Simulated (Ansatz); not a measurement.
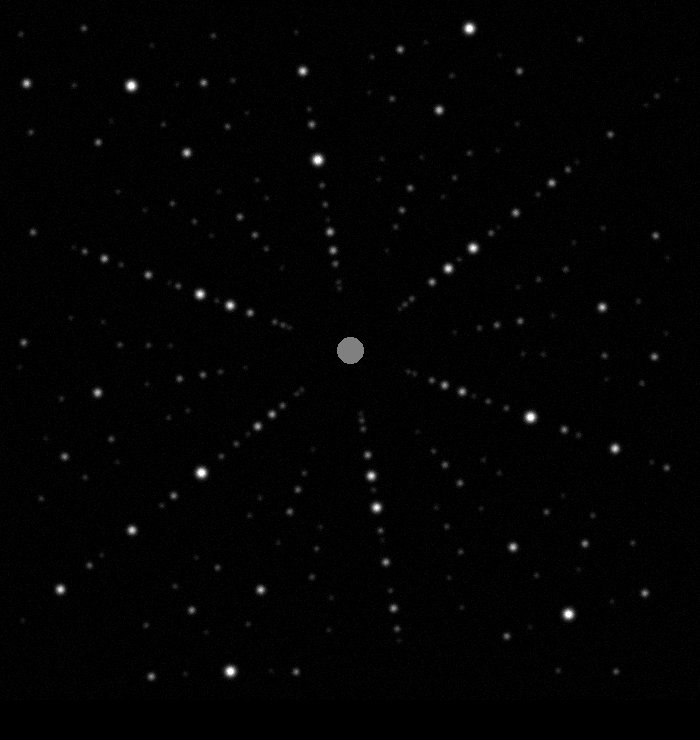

Simulated back-reflection Laue pattern (white X-rays, 0.45 to 2.2 Å, flat plate covering ±45° about the beam, kinematic intensities, seen from the source).

**What symmetry does the pattern show?**

3m: a threefold axis with three mirror lines.

The crystal is ReBi, space group F-43m (No. 216), a = 6.14 Å. Structure: coordinates from a relaxation with Ansatz, DFT PBEsol, scalar-relativistic, plane waves, PAW; the starting structure was generated, so it need not be a known form of this composition.

**Which direction points towards the source?**

[111] or one equivalent to it by a rotation of the Laue group. In Laue class m-3m no other family of directions with a member of indices 0 and ±1 has this symmetry.
